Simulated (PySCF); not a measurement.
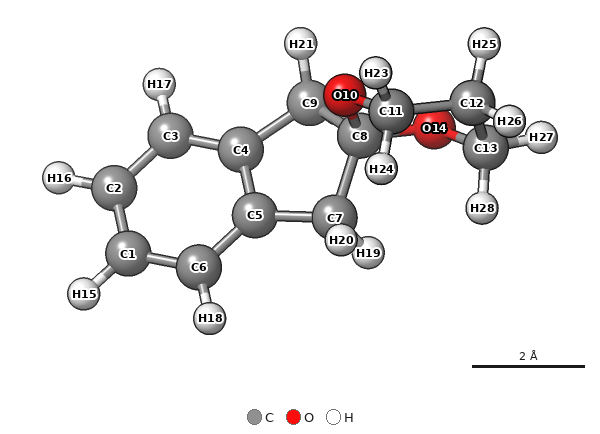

The input geometry of run 1 (ball-and-stick view, seen at a tilt; atoms are numbered from 1 in the order of the input).

## Two runs on C12H14O2

System: C12H14O2, SMILES c1ccc2c(c1)CC1(C2)OCCCO1.
Method of run 1: GIAO PBE/pcSseg-1 NMR shielding, non-relativistic, gas phase (PySCF 2.14.0).

The geometry comes from this level: PBE0-D3(BJ)/def2-SVP. Text and figures count atoms from 1; the logs count them from 0 in places.

**The input, run 1**
```
{"job": {"kind": "nmr", "xc": "PBE", "basis": "pcSseg-1", "pop": false}, "charge": 0, "multiplicity": 1}
C      3.520743    -0.179003    -1.143165
C      3.762639     0.325769     0.135507
C      2.724270     0.430410     1.063419
C      1.445453     0.024464     0.696563
C      1.203270    -0.484443    -0.585798
C      2.236893    -0.586968    -1.511213
C     -0.241876    -0.865245    -0.734399
C     -0.922215    -0.126149     0.449439
C      0.179668     0.028581     1.499988
O     -1.298104     1.177604     0.077479
C     -2.409817     1.254204    -0.780958
C     -3.591228     0.505819    -0.188684
C     -3.132168    -0.892143     0.185747
O     -1.993165    -0.826671     1.011438
H      4.340386    -0.249978    -1.862390
H      4.770460     0.647071     0.409821
H      2.914701     0.833070     2.061730
H      2.049061    -0.977071    -2.515213
H     -0.378949    -1.952416    -0.603389
H     -0.657620    -0.596083    -1.716012
H      0.013305     0.946695     2.080688
H      0.129084    -0.831427     2.187515
H     -2.625715     2.324304    -0.912071
H     -2.167278     0.846078    -1.783365
H     -3.935501     1.026869     0.719086
H     -4.429940     0.467392    -0.901859
H     -3.899587    -1.437128     0.754056
H     -2.916348    -1.482745    -0.728340
```

The first line tells a small driver script what to run in PySCF; the rest is the geometry in Å.

Hardware: 8 threads of Intel Xeon @ 2.90GHz (Ice Lake), 64 GiB of memory available, shared host.

**Output, shortened to warnings, some set-up lines, iterations and results (run 1)**
```
coarse grid: 23888 points
[...]
cycle   1  E = -614.9575021357  dE =  2.005e+00  |g| = 9.952e-01  |ddm| = 5.269e+00
cycle   2  E = -614.5771225132  dE =  3.804e-01  |g| = 1.701e+00  |ddm| = 3.207e+00
cycle   3  E = -615.1596631254  dE = -5.825e-01  |g| = 2.431e-01  |ddm| = 2.382e+00
cycle   4  E = -615.1705797209  dE = -1.092e-02  |g| = 7.815e-02  |ddm| = 2.875e-01
cycle   5  E = -615.1717672688  dE = -1.188e-03  |g| = 2.952e-02  |ddm| = 1.035e-01
[... 6 lines ...]
cycle  12  E = -615.3173088894  dE = -5.292e-06  |g| = 9.843e-04  |ddm| = 6.275e-03
cycle  13  E = -615.3173090569  dE = -1.675e-07  |g| = 5.912e-04  |ddm| = 1.640e-03
cycle  14  E = -615.3173091575  dE = -1.006e-07  |g| = 7.438e-05  |ddm| = 7.492e-04
cycle  15  E = -615.3173091585  dE = -1.033e-09  |g| = 3.427e-05  |ddm| = 1.187e-04
cycle  16  E = -615.3173091588  dE = -2.592e-10  |g| = 1.124e-05  |ddm| = 3.958e-05
converged SCF energy = -615.3173091588

GIAO shielding tensors (ppm)
atom      isotropic    diamagn.    paramagn.     s11        s22        s33       span
  0 C       50.728     253.022    -202.294    -54.202     38.642    167.744    221.947
  1 C       50.396     252.928    -202.533    -54.387     37.823    167.751    222.138
  2 C       52.649     246.810    -194.161    -47.001     40.488    164.460    211.461
  3 C       35.882     259.750    -223.869    -59.761     19.204    148.202    207.963
  4 C       36.036     258.136    -222.100    -58.319     23.289    143.138    201.457
  5 C       52.504     247.767    -195.264    -47.422     42.134    162.799    210.221
  6 C      142.154     251.841    -109.687    117.567    146.407    162.487     44.920
  7 C       66.270     250.655    -184.386     51.931     67.039     79.839     27.908
  8 C      126.930     247.289    -120.360    101.335    122.403    157.051     55.715
  9 O      236.808     401.997    -165.188    178.022    233.470    298.933    120.911
 10 C      116.523     243.558    -127.034     95.147    102.448    151.974     56.827
 11 C      150.579     251.041    -100.461    140.935    148.956    161.847     20.912
 12 C      113.609     244.004    -130.395     93.016     97.603    150.208     57.193
 13 O      229.087     399.571    -170.484    147.165    254.816    285.280    138.114
 14 H       24.053      28.012      -3.959     20.789     24.779     26.590      5.801
 15 H       24.041      27.667      -3.627     20.787     24.848     26.487      5.701
 16 H       24.033      31.113      -7.079     20.299     23.563     28.239      7.940
 17 H       24.045      31.917      -7.872     20.304     23.402     28.431      8.127
 18 H       28.426      32.034      -3.607     23.778     28.657     32.844      9.065
 19 H       27.265      33.667      -6.402     21.699     29.468     30.629      8.930
 20 H       28.158      31.629      -3.471     23.506     28.837     32.131      8.625
 21 H       27.987      30.998      -3.011     23.850     28.420     31.692      7.843
 22 H       27.416      29.002      -1.586     22.927     26.234     33.087     10.161
 23 H       27.039      31.492      -4.453     22.345     26.915     31.856      9.511
 24 H       29.164      28.513       0.651     26.139     26.811     34.542      8.403
 25 H       30.304      26.552       3.752     26.556     27.608     36.749     10.194
 26 H       27.255      27.314      -0.059     22.906     25.969     32.889      9.983
 27 H       27.254      30.268      -3.013     23.467     26.199     32.096      8.628
```

For run 2 the input was changed thus:
```diff
-"xc": "PBE"
+"xc": "PBE0"
```

Predict how the results change.

The total energies belong to different methods, so their difference says nothing on which is more stable or more accurate. The HOMO goes from −5.78 to −6.77 eV. The LUMO goes from −1.08 to −0.18 eV. The dipole moment goes from 1.99 to 2.11 D. Of all shieldings, the largest change is that of O14, by +15.7 ppm. The functional changes from PBE to PBE0. Exact exchange removes part of the self-interaction error of semilocal functionals, which pushes filled and empty levels apart. The SCF takes 14 iterations against 16.

**Output, shortened to warnings, some set-up lines, iterations and results (run 2)**
```
coarse grid: 23888 points
[...]
cycle   1  E = -615.1283349567  dE =  2.548e+00  |g| = 8.124e-01  |ddm| = 5.165e+00
cycle   2  E = -615.0497932799  dE =  7.854e-02  |g| = 1.073e+00  |ddm| = 1.865e+00
cycle   3  E = -615.2587089157  dE = -2.089e-01  |g| = 1.127e-01  |ddm| = 1.093e+00
cycle   4  E = -615.2608775083  dE = -2.169e-03  |g| = 4.321e-02  |ddm| = 1.281e-01
cycle   5  E = -615.2612850153  dE = -4.075e-04  |g| = 1.195e-02  |ddm| = 5.514e-02
cycle   6  E = -615.2613116577  dE = -2.664e-05  |g| = 5.985e-03  |ddm| = 1.778e-02
cycle   7  E = -615.2613212003  dE = -9.543e-06  |g| = 8.347e-04  |ddm| = 6.502e-03
cycle   8  E = -615.3677000183  dE = -7.288e-05  |g| = 1.520e-02  |ddm| = 7.134e-02
cycle   9  E = -615.3676612414  dE =  3.878e-05  |g| = 2.131e-02  |ddm| = 2.975e-02
cycle  10  E = -615.3677454283  dE = -8.419e-05  |g| = 1.641e-03  |ddm| = 1.780e-02
cycle  11  E = -615.3677460366  dE = -6.083e-07  |g| = 2.902e-04  |ddm| = 2.005e-03
cycle  12  E = -615.3677460479  dE = -1.131e-08  |g| = 1.887e-04  |ddm| = 4.557e-04
cycle  13  E = -615.3677460571  dE = -9.211e-09  |g| = 4.806e-05  |ddm| = 2.505e-04
cycle  14  E = -615.3677460577  dE = -5.841e-10  |g| = 1.017e-05  |ddm| = 6.746e-05
converged SCF energy = -615.3677460577

GIAO shielding tensors (ppm)
atom      isotropic    diamagn.    paramagn.     s11        s22        s33       span
  0 C       52.673     254.149    -201.476    -55.918     39.980    173.957    229.875
  1 C       52.279     254.097    -201.818    -56.222     39.092    173.969    230.190
  2 C       54.396     247.445    -193.049    -49.128     41.596    170.721    219.848
  3 C       38.151     260.518    -222.367    -62.357     22.178    154.631    216.988
  4 C       38.597     258.781    -220.184    -60.890     26.684    149.998    210.889
  5 C       54.362     248.177    -193.815    -49.402     43.258    169.229    218.631
  6 C      147.210     250.072    -102.862    123.665    150.807    167.157     43.491
  7 C       75.048     249.444    -174.395     60.723     76.439     87.983     27.260
  8 C      133.511     245.111    -111.599    108.870    128.839    162.824     53.955
  9 O      251.823     401.822    -149.998    196.853    249.458    309.159    112.306
 10 C      123.589     242.295    -118.706    103.173    109.994    157.601     54.427
 11 C      156.512     250.697     -94.185    147.807    153.849    167.881     20.074
 12 C      120.904     242.971    -122.067    101.348    105.361    156.003     54.656
 13 O      244.808     399.398    -154.590    167.945    270.558    295.922    127.977
 14 H       24.006      28.014      -4.009     20.504     24.954     26.559      6.055
 15 H       23.991      27.694      -3.703     20.501     25.030     26.441      5.939
 16 H       23.967      30.904      -6.937     19.962     23.688     28.251      8.288
 17 H       23.985      31.600      -7.615     19.968     23.536     28.451      8.484
 18 H       28.578      31.830      -3.253     23.779     28.700     33.254      9.475
 19 H       27.535      33.296      -5.760     21.753     29.794     31.060      9.307
 20 H       28.205      31.451      -3.245     23.209     28.780     32.627      9.417
 21 H       28.125      30.876      -2.752     23.705     28.436     32.232      8.527
 22 H       27.590      28.962      -1.372     22.914     26.186     33.670     10.757
 23 H       27.355      31.125      -3.771     22.502     27.278     32.284      9.782
 24 H       29.268      28.489       0.779     26.105     26.689     35.010      8.905
 25 H       30.446      26.878       3.568     26.541     27.379     37.419     10.878
 26 H       27.424      27.496      -0.072     22.877     25.907     33.487     10.610
 27 H       27.544      29.956      -2.412     23.601     26.543     32.488      8.887
```

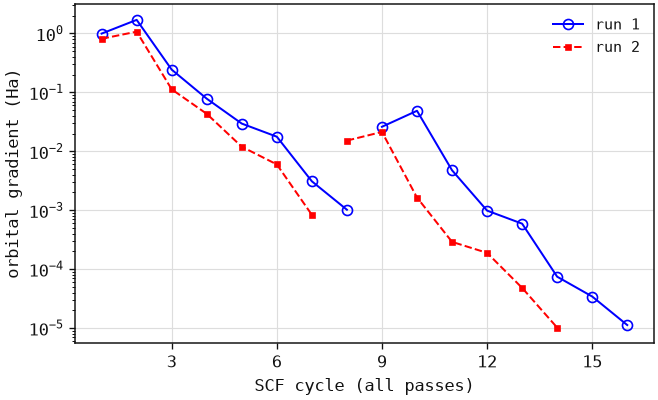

Convergence of the two runs: orbital gradient against the SCF cycle. A break in a curve parts two SCF passes (coarse and final grid). Run 1 takes 16 cycles in all, and run 2 takes 14.

**The two runs side by side**

| quantity | run 1 | run 2 |
| --- | --- | --- |
| outcome | converged | converged |
| total energy (hartree) | −615.317309 | −615.367746 |
| HOMO (eV) | −5.78 | −6.77 |
| LUMO (eV) | −1.08 | −0.18 |
| dipole moment (D) | 1.99 | 2.11 |
| shielding of C8 (ppm) | 66.3 | 75.0 |
| shielding of C9 (ppm) | 126.9 | 133.5 |
| shielding of O10 (ppm) | 236.8 | 251.8 |
| shielding of C11 (ppm) | 116.5 | 123.6 |
| shielding of C12 (ppm) | 150.6 | 156.5 |
| shielding of C13 (ppm) | 113.6 | 120.9 |
| shielding of O14 (ppm) | 229.1 | 244.8 |
| SCF iterations | 16 | 14 |
| basis functions | 308 | 308 |
| wall time (shared host) | 62 s | 79 s |
